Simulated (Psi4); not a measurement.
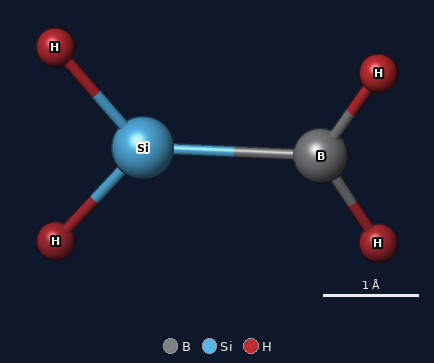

*The input geometry (ball-and-stick view, seen at a tilt).*

Bond lengths as drawn: B–H 1.18 Å, B–Si 1.88 Å and H–Si 1.47 Å.

# Single-point calculation of BSiH₄ (part 1 of 2)

System: BSiH₄, multiplicity 2, SMILES B[SiH2].
Method: CASSCF/cc-pVDZ, ROHF (Psi4 1.11).

The geometry comes from this level: GFN2-xTB.

What the program printed:
```
=> Loading Basis Set <=

    Name: CC-PVDZ
    Role: ORBITAL
    Keyword: BASIS

         ---------------------------------------------------------
                                   SCF
                             ROHF Reference
                        1 Threads,   1525 MiB Core
         ---------------------------------------------------------

  ==> Geometry <==

    Molecular point group: c1
    Full point group: C1

    Geometry (in Angstrom), charge = 0, multiplicity = 2:

       Center              X                  Y                   Z               Mass
    ------------   -----------------  -----------------  -----------------  -----------------
         B           -0.005609629779    -1.316135137232     0.145662454483    11.009305360000
         SI           0.002510370221     0.550634862768    -0.060967545517    27.976926534650
         H           -0.732889629779    -1.843215137232     0.907292454483     1.007825032230
         H            0.715530370221    -2.004065137232    -0.481527545517     1.007825032230
         H            0.826200370221     1.380004862768    -0.957067545517     1.007825032230
         H           -0.817249629779     1.559044862768     0.632552454483     1.007825032230

  Running in c1 symmetry.

  Rotational constants: A =      3.59232  B =      0.42306  C =      0.37848 [cm^-1]
  Rotational constants: A = 107695.18625  B =  12682.90879  C =  11346.66246 [MHz]
  Nuclear repulsion =   42.606551184856968

  Charge       = 0
  Multiplicity = 2
  Electrons    = 23
  Nalpha       = 12
  Nbeta        = 11

  ==> Algorithm <==

  SCF Algorithm Type is DF.
  DIIS enabled.
  MOM disabled.
  Fractional occupation disabled.
  Guess Type is SAD.
  Energy threshold   = 1.00e-08
  Density threshold  = 1.00e-08
  Integral threshold = 1.00e-12

  ==> Primary Basis <==

  Basis Set: CC-PVDZ
    Blend: CC-PVDZ
    Number of shells: 26
    Number of basis functions: 52
    Number of Cartesian functions: 54
    Spherical Harmonics?: true
    Max angular momentum: 2

   => Loading Basis Set <=

    Name: (CC-PVDZ AUX)
    Role: JKFIT
    Keyword: DF_BASIS_SCF

  ==> Integral Setup <==

  DFHelper Memory: AOs need 0.007 GiB; user supplied 1.118 GiB.
  SCF_SUBTYPE=INCORE selected. In-core MEM_DF algorithm will be used.
  Using in-core AOs.

  ==> MemDFJK: Density-Fitted J/K Matrices <==

    J tasked:                   Yes
    K tasked:                   Yes
    wK tasked:                   No
    Memory [MiB]:              1144
    Algorithm:                 Core
    Schwarz Cutoff:           1E-12
    Mask sparsity (%):       0.0000
    Fitting Condition:        1E-10

   => Auxiliary Basis Set <=

  Basis Set: (CC-PVDZ AUX)
    Blend: CC-PVDZ-JKFIT
    Number of shells: 96
    Number of basis functions: 274
    Number of Cartesian functions: 311
    Spherical Harmonics?: true
    Max angular momentum: 3

  Minimum eigenvalue in the overlap matrix is 7.9410932310E-03.
  Reciprocal condition number of the overlap matrix is 1.8644450324E-03.
    Using symmetric orthogonalization.

  ==> Pre-Iterations <==

  SCF Guess: Superposition of Atomic Densities via on-the-fly atomic UHF (no occupation information).

   -------------------------
    Irrep   Nso     Nmo
   -------------------------
     A         52      52
   -------------------------
    Total      52      52
   -------------------------

  ==> Iterations <==

                           Total Energy        Delta E     RMS |[F,P]|

   @DF-ROHF iter SAD:  -315.10638907587958   -3.15106e+02   0.00000e+00
   @DF-ROHF iter   1:  -315.83083194889963   -7.24443e-01   2.60373e-03 DIIS
   @DF-ROHF iter   2:  -315.86339181120792   -3.25599e-02   1.02519e-03 DIIS
   @DF-ROHF iter   3:  -315.86828608675438   -4.89428e-03   2.90393e-04 DIIS
   @DF-ROHF iter   4:  -315.86913837256651   -8.52286e-04   7.77425e-05 DIIS
   @DF-ROHF iter   5:  -315.86922930436361   -9.09318e-05   3.21271e-05 DIIS
   @DF-ROHF iter   6:  -315.86924608806817   -1.67837e-05   6.15757e-06 DIIS
   @DF-ROHF iter   7:  -315.86924663133601   -5.43268e-07   7.65420e-07 DIIS
   @DF-ROHF iter   8:  -315.86924663744998   -6.11396e-09   1.52489e-07 DIIS
   @DF-ROHF iter   9:  -315.86924663767337   -2.23395e-10   2.98262e-08 DIIS
   @DF-ROHF iter  10:  -315.86924663768144   -8.07177e-12   6.35534e-09 DIIS
  Energy and wave function converged.

  ==> Post-Iterations <==

    Orbital Energies [Eh]
    ---------------------

    Doubly Occupied:

       1A    -68.782037     2A     -7.604913     3A     -6.136039
       4A     -4.241656     5A     -4.240288     6A     -4.240011
       7A     -0.749906     8A     -0.645531     9A     -0.511939
      10A     -0.467830    11A     -0.450166

    Singly Occupied:

      12A     -0.144242

    Virtual:

      13A      0.106218    14A      0.180659    15A      0.183337
      16A      0.208149    17A      0.286468    18A      0.358683
      19A      0.359010    20A      0.374696    21A      0.408522
      22A      0.441130    23A      0.498104    24A      0.512513
      25A      0.525255    26A      0.538773    27A      0.599748
      28A      0.602024    29A      0.649414    30A      0.719342
      31A      0.841921    32A      0.871422    33A      0.878664
      34A      0.893320    35A      0.992965    36A      1.130814
      37A      1.235033    38A      1.358801    39A      1.378915
      40A      1.499067    41A      1.586591    42A      1.661166
      43A      1.717792    44A      1.877686    45A      1.962596
      46A      1.976024    47A      2.018680    48A      2.174735
      49A      2.340756    50A      2.369670    51A      2.603193
      52A      2.703593

    Final Occupation by Irrep:
              A
    DOCC [    11 ]
    SOCC [     1 ]
    NA   [    12 ]
    NB   [    11 ]

  @DF-ROHF Final Energy:  -315.86924663768144

   => Energetics <=

    Nuclear Repulsion Energy =             42.6065511848569685
    One-Electron Energy =                -520.5030073466926979
    Two-Electron Energy =                 162.0272095241542729
    Total Energy =                       -315.8692466376814423

Computation Completed

Properties will be evaluated at   0.000000,   0.000000,   0.000000 [a0]

Properties computed using the SCF density matrix

 Multipole Moments:

 ------------------------------------------------------------------------------------
     Multipole            Electronic (a.u.)      Nuclear  (a.u.)        Total (a.u.)
 ------------------------------------------------------------------------------------

 L = 1.  Multiply by 2.5417464519 to convert [e a0] to [Debye]
 Dipole X            :          0.0048744           -0.0024783            0.0023960
 Dipole Y            :         -0.1505869            0.4157054            0.2651186
 Dipole Z            :          0.0152612           -0.0453223           -0.0300612
 Magnitude           :                                                    0.2668282

 ------------------------------------------------------------------------------------

	total time  =          0 seconds =       0.00 minutes
  Constructing Basis Sets for MCSCF...

   => Loading Basis Set <=

    Name: (CC-PVDZ AUX)
    Role: JKFIT
    Keyword: DF_BASIS_SCF

         ---------------------------------------------------------
                Multi-Configurational Self-Consistent Field
                            (a 'D E T C I' module)

         ---------------------------------------------------------

Warning: iopen=0,opentype!=closed. Making iopen=1

   ==> Parameters <==

    EX LEVEL       =        7      H0 BLOCKSIZE  =     1000
    VAL EX LEVEL   =        0      H0 GUESS SIZE =     1000
    H0COUPLINGSIZE =        0      H0 COUPLING   =       NO
    MAXITER        =       12      NUM PRINT     =       20
    NUM ROOTS      =        2      ICORE         =        1
    PRINT LVL      =        1      FCI           =      YES
    R CONV         = 1.00e-07      MIXED         =      YES
    E CONV         = 1.00e-06      MIXED4        =      YES
    R4S            =       NO      REPL OTF      =       NO
    DIAG METHOD    =      SEM      FOLLOW ROOT   =        0
    PRECONDITIONER = DAVIDSON      UPDATE        = DAVIDSON
    S              =   0.5000      Ms0           =       NO
    GUESS VECTOR   =  H0BLOCK      OPENTYPE      = HIGHSPIN
    COLLAPSE SIZE  =        1      HD AVG        = EVANGELISTI
    MAX NUM VECS   =       26      REF SYM       =     AUTO
    IOPEN        =      YES

    EX ALLOW       =  1  1  1  1  1  1  1
    STATE AVERAGE  =  0(0.50)  1(0.50)

   ==> CI Orbital and Space information <==

   ------------------------------------
               Space    Total     A
   ------------------------------------
                 Nso       52    52
                 Nmo       52    52
               Ndocc       11    11
               Nsocc        1     1
   ------------------------------------
               MCSCF Spaces
   ------------------------------------
         Frozen DOCC        0     0
     Restricted DOCC        8     8
              Active        7     7
     Restricted UOCC       37    37
         Frozen UOCC        0     0
   ------------------------------------

   ==> Setting up CI strings <==

    There are 35 alpha and 35 beta strings
    The CI space requires 1225 (1.22E+03) determinants and 1 blocks

   ==> Setting up DF-MCSCF integrals <==

  DFHelper Memory: AOs need 0.007 GiB; user supplied 1.192 GiB.
  SCF_SUBTYPE=INCORE selected. In-core MEM_DF algorithm will be used.
  Using in-core AOs.

  ==> MemDFJK: Density-Fitted J/K Matrices <==

    J tasked:                   Yes
    K tasked:                   Yes
    wK tasked:                   No
    Memory [MiB]:              1220
    Algorithm:                 Core
    Schwarz Cutoff:           1E-12
    Mask sparsity (%):       0.0000
    Fitting Condition:        1E-10

   => Auxiliary Basis Set <=

  Basis Set: (CC-PVDZ AUX)
    Blend: CC-PVDZ-JKFIT
    Number of shells: 96
    Number of basis functions: 274
    Number of Cartesian functions: 311
    Spherical Harmonics?: true
    Max angular momentum: 3

  DFHelper Memory: AOs need 0.007 GiB; user supplied 1.192 GiB.
  SCF_SUBTYPE=INCORE selected. In-core MEM_DF algorithm will be used.
  Using in-core AOs.

   ==> Starting DF-MCSCF iterations <==
```
